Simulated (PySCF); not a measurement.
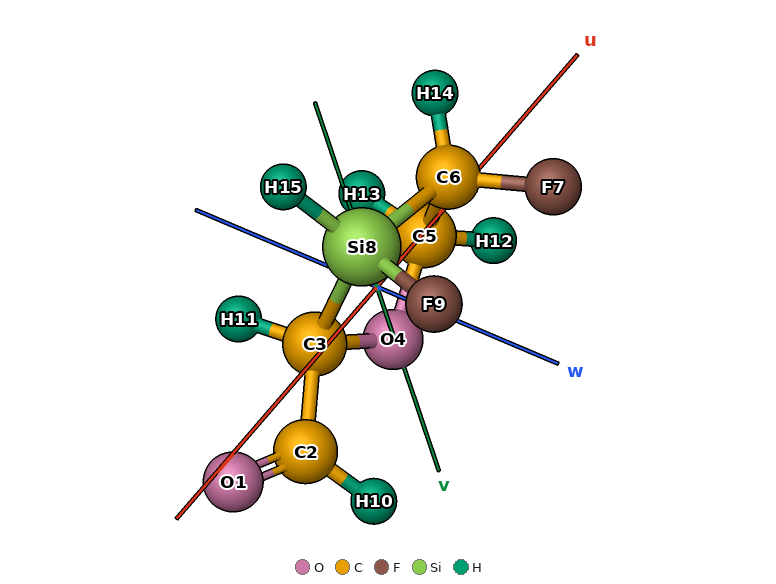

The lines u, v and w are the principal axes of the static dipole polarisability. The geometry was computed by an optimisation with GFN2-xTB. No frequency run is at hand to confirm it as a minimum. Computed with CAM-B3LYP/def2-SVPD (PySCF 2.14.0).

> Along which axis is the molecule most polarisable, and along which least?

Most along u (close to the long direction O1···F7), least along w.

> Give the three principal values.

u 88.8, v 73.8, w 65.4 bohr³; mean 76.0, anisotropy 20.5 bohr³.

The geometry is semi-empirical. Around Si such bond lengths and angles can be off by a tenth of an ångström or more and by several degrees, and values that hang on the shape move with them.
